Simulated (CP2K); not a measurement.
**CH7AlFNSi (SMILES [CH3][Al]([NH2])[SiH2]F) at GFN2-xTB**

Aim: the energy difference between two shapes of CH7AlFNSi at GFN2-xTB, from 2 runs. 

Program for the calculation: CP2K 2026.2.

3 further runs of the same task are left out: 1 that didn't finish, 2 set aside as unsound or not needed.

### 1 The molecule

The species is CH7AlFNSi (12 atoms), meant as a singlet with charge 0. As SMILES, `[CH3][Al]([NH2])[SiH2]F`. Geometry: a rough force-field guess. This is one conformer, not always the lowest.

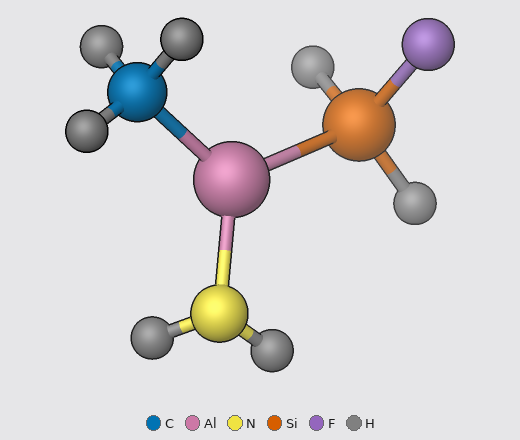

Viewed from a chosen angle; carbon blue, aluminium pink, nitrogen yellow, silicon orange, fluorine purple, hydrogen grey.

### 2 Energy and gradient at GFN2-xTB

molecule.xyz reads:

```xyz
12

C     -1.566800    -0.534900     1.131600
Al     0.150400    -0.047900     0.324600
N      1.717400    -0.291400     1.331200
Si     0.352200     0.794400    -1.882400
F     -0.590400     2.216600    -2.003300
H     -2.107700    -1.257100     0.505900
H     -1.445500    -0.861500     2.158400
H     -2.211500     0.436600     1.131400
H      1.826300    -1.298000     1.589500
H      2.551500    -0.047000     0.742200
H     -0.302900    -0.204900    -2.784000
H      1.704000     1.040000    -2.211000
```

calc.inp reads:

```
&GLOBAL
    PROJECT calc
    RUN_TYPE ENERGY_FORCE
    PRINT_LEVEL MEDIUM
&END GLOBAL

&FORCE_EVAL
    METHOD QS
    &DFT
        &QS
            METHOD XTB
            EPS_DEFAULT 1.0E-10
            &XTB
                GFN_TYPE TBLITE
                &TBLITE
                    METHOD GFN2
                &END TBLITE
                CHECK_ATOMIC_CHARGES F
            &END XTB
        &END QS
        &POISSON
            PERIODIC NONE
            POISSON_SOLVER ANALYTIC
        &END POISSON
        &SCF
            SCF_GUESS ATOMIC
            EPS_SCF 1.0E-07
            MAX_SCF 150
            ADDED_MOS 4
            &DIAGONALIZATION
                ALGORITHM STANDARD
            &END DIAGONALIZATION
            &MIXING
                METHOD DIRECT_P_MIXING
                ALPHA 0.4
            &END MIXING
            &SMEAR ON
                METHOD FERMI_DIRAC
                ELECTRONIC_TEMPERATURE [K] 300
            &END SMEAR
        &END SCF
        &PRINT
            &MOMENTS
                PERIODIC F
                REFERENCE COM
                MAX_MOMENT 1
            &END MOMENTS
            &MO ON
                ENERGIES T
                OCCUPATION_NUMBERS T
                NDIGITS 6
                &EACH
                    QS_SCF 0
                &END EACH
                ADD_LAST NUMERIC
            &END MO
            &HIRSHFELD OFF
            &END HIRSHFELD
        &END PRINT
    &END DFT
    &SUBSYS
        # box in angstrom
        &CELL
            ABC 20.8 19.5 20.9
            PERIODIC NONE
        &END CELL
        &TOPOLOGY
            COORD_FILE_NAME molecule.xyz
            COORD_FILE_FORMAT XYZ
            &CENTER_COORDINATES
            &END CENTER_COORDINATES
        &END TOPOLOGY
    &END SUBSYS
    &PRINT
        &FORCES ON
        &END FORCES
    &END PRINT
&END FORCE_EVAL
```

Launch:

```
$ OMP_NUM_THREADS=1 cp2k.psmp -i calc.inp > calc.out 2>&1
```

What it wrote:

```text
CP2K| version string:                                       CP2K version 2026.2
[...]
 GLOBAL| Method name                                                        CP2K
[...]
 GLOBAL| Run type                                                   ENERGY_FORCE
[...]
                             - Atoms:                                         12
[...]
                             - Spherical basis functions:                     37
[...]
 Number of electrons:                                                         30
[...]
  *** SCF run converged in    23 steps ***
[...]
  Fermi energy:                                                -0.25413002671852
[...]
 TB_DIPOLE| Moment [Debye]          1.26216745      -2.32102663       0.22695561
 TB_DIPOLE| Derivative [a.u.]       0.00000000       0.00000000       0.00000000
[...]
 ENERGY| Total FORCE_EVAL ( QS ) energy [hartree]            -16.195901666694038
 FORCES| Atomic forces [hartree/bohr]
 FORCES|   Atom     x               y               z               |f|
 FORCES|      1 -1.53086445E-02  2.91676591E-02 -1.04712172E-02   3.45652039E-02
 FORCES|      2  2.17377480E-02 -3.64686157E-03  2.88395700E-02   3.62980728E-02
 FORCES|      3 -3.40421657E-03 -1.42135483E-02 -3.09723858E-02   3.42476616E-02
 FORCES|      4 -4.30282038E-02  9.88306568E-03  5.68684876E-03   4.45133862E-02
 FORCES|      5  2.03267337E-02 -2.50543278E-02 -4.12350912E-03   3.25253559E-02
 FORCES|      6 -2.65161352E-03  1.16782997E-04  8.52787966E-03   8.93137302E-03
 FORCES|      7 -5.76726901E-03 -3.77124746E-03  2.22904737E-03   7.24239956E-03
 FORCES|      8  1.31764521E-02 -2.77986116E-02  2.64594447E-03   3.08768962E-02
 FORCES|      9  1.73497745E-03  2.02260926E-02 -5.94596087E-04   2.03090747E-02
 FORCES|     10 -1.17697897E-02 -5.17376818E-03  1.68797913E-02   2.12184632E-02
 FORCES|     11  4.49649648E-03  1.03847036E-02 -3.84613563E-03   1.19521257E-02
 FORCES|     12  2.04573294E-02  9.88006105E-03 -1.48012378E-02   2.71144716E-02
 FORCES| Sum     6.93889390E-18  7.97972799E-17  2.08166817E-17
[...]
```

Run time: 0.49 s. Hardware: 1 thread of Arm Neoverse N1, shared host; peak memory 0.14 GiB.

### 3 The distorted shape at the same level

molecule.xyz reads:

```xyz
12

C     -1.450042    -0.422158     1.204786
Al     0.149086    -0.063510     0.186289
N      1.848328    -0.122095     1.197099
Si     0.370374     0.726520    -1.968231
F     -0.655161     2.177156    -1.790525
H     -2.092020    -1.403900     0.594040
H     -1.385768    -0.807283     2.268182
H     -2.174439     0.314755     1.101543
H      1.852838    -1.278139     1.460498
H      2.565620    -0.084291     0.678815
H     -0.281317    -0.172219    -2.831756
H      1.584775     0.862987    -2.123091
```

calc.inp reads:

```
&GLOBAL
 PROJECT calc
 RUN_TYPE ENERGY_FORCE
 PRINT_LEVEL MEDIUM
&END
&FORCE_EVAL
 METHOD QS
 &DFT
  ! Quickstep
  &QS
   METHOD XTB
   EPS_DEFAULT 1.0E-10
   &XTB
    GFN_TYPE TBLITE
    &TBLITE
     METHOD GFN2
    &END
    CHECK_ATOMIC_CHARGES F
   &END
  &END
  &POISSON
   PERIODIC NONE
   POISSON_SOLVER ANALYTIC
  &END
  &SCF
   SCF_GUESS ATOMIC
   EPS_SCF 1.0E-07
   MAX_SCF 150
   ADDED_MOS 4
   &DIAGONALIZATION
    ALGORITHM STANDARD
   &END
   &MIXING
    METHOD DIRECT_P_MIXING
    ALPHA 0.4
   &END
   &SMEAR ON
    METHOD FERMI_DIRAC
    ELECTRONIC_TEMPERATURE [K] 300
   &END
  &END
  &PRINT
   &MOMENTS
    PERIODIC F
    REFERENCE COM
    MAX_MOMENT 1
   &END
   &MO ON
    ENERGIES T
    OCCUPATION_NUMBERS T
    NDIGITS 6
    &EACH
     QS_SCF 0
    &END
    ADD_LAST NUMERIC
   &END
   &HIRSHFELD OFF
   &END
  &END
 &END
 ! structure
 &SUBSYS
  ! box in angstrom
  &CELL
   ABC 20.7 19.6 21.1
   PERIODIC NONE
  &END
  &TOPOLOGY
   COORD_FILE_NAME molecule.xyz
   COORD_FILE_FORMAT XYZ
   &CENTER_COORDINATES
   &END
  &END
 &END
 &PRINT
  &FORCES ON
  &END
 &END
&END
```

Launch:

```
$ OMP_NUM_THREADS=1 cp2k.psmp calc.inp > calc.out
```

What it wrote:

```text
CP2K| version string:                                       CP2K version 2026.2
[...]
 GLOBAL| Method name                                                        CP2K
[...]
 GLOBAL| Run type                                                   ENERGY_FORCE
[...]
                             - Atoms:                                         12
[...]
                             - Spherical basis functions:                     37
[...]
 Number of electrons:                                                         30
[...]
  *** SCF run converged in    25 steps ***
[...]
  Fermi energy:                                                -0.27070390423128
[...]
 TB_DIPOLE| Moment [Debye]          1.26359494      -2.39638319      -1.24594997
 TB_DIPOLE| Derivative [a.u.]       0.00000000       0.00000000       0.00000000
[...]
 ENERGY| Total FORCE_EVAL ( QS ) energy [hartree]            -16.086367655035314
 FORCES| Atomic forces [hartree/bohr]
 FORCES|   Atom     x               y               z               |f|
 FORCES|      1 -1.86557015E-02 -8.11983122E-02 -5.81323514E-03   8.35164344E-02
 FORCES|      2  3.79502162E-02 -8.93109760E-03  6.10144132E-02   7.24067817E-02
 FORCES|      3 -1.65342452E-01 -8.22591207E-02  7.77620105E-02   2.00378691E-01
 FORCES|      4 -2.25497881E-01  1.59267517E-02  4.32074147E-02   2.30151768E-01
 FORCES|      5  2.82481677E-02 -3.14912747E-02 -1.40373358E-02   4.45724821E-02
 FORCES|      6  3.08027377E-02  3.97182583E-02  2.59574224E-02   5.65697487E-02
 FORCES|      7 -9.49341321E-04  1.12139732E-02 -2.09281782E-02   2.37622197E-02
 FORCES|      8 -2.52937400E-02  2.86074978E-02  4.06233194E-03   3.84013639E-02
 FORCES|      9 -2.43372219E-03  6.43049526E-02 -7.43180919E-03   6.47787135E-02
 FORCES|     10  1.40236726E-01  1.55031079E-02 -9.26290765E-02   1.68780424E-01
 FORCES|     11 -1.22793410E-02 -8.56091990E-03 -2.88392109E-02   3.24926400E-02
 FORCES|     12  2.13214332E-01  3.71661837E-02 -4.23247469E-02   2.20529047E-01
 FORCES| Sum     2.77555756E-17  3.46944695E-17 -4.16333634E-17
[...]
```

Wall time 0.5 s (1 thread of Arm Neoverse N1, shared host); peak memory 0.14 GiB.

### 4 Outcome

Level: GFN2-xTB.

```
                                                  quantity         value
                                 first shape: total energy  -16.19590 Eh
    first shape: dipole moment (from atomic charges alone)        2.65 D
                                  first shape: HOMO energy      -9.44 eV
                                  first shape: LUMO energy      -6.02 eV
                                first shape: HOMO–LUMO gap       3.42 eV
                     first shape: largest force on an atom    2.289 eV/Å
                             distorted shape: total energy  -16.08637 Eh
distorted shape: dipole moment (from atomic charges alone)        2.98 D
                              distorted shape: HOMO energy      -9.43 eV
                              distorted shape: LUMO energy      -6.47 eV
                            distorted shape: HOMO–LUMO gap       2.96 eV
                 distorted shape: largest force on an atom   11.835 eV/Å
                    energy change with the atoms displaced      2.981 eV
```

**Reading.** With the atoms displaced the energy rises by 2.98 eV (69 kcal/mol). The first shape isn't relaxed at this level, so the change isn't measured from a minimum. The largest force (first shape) is 2.29 eV/Å: the shape isn't a stationary point for this species at this level. The dipole (first shape) comes from point charges on the atoms alone, without atomic dipoles, so it is partial. The dipole (distorted shape) comes from point charges on the atoms alone, without atomic dipoles, so it is partial.
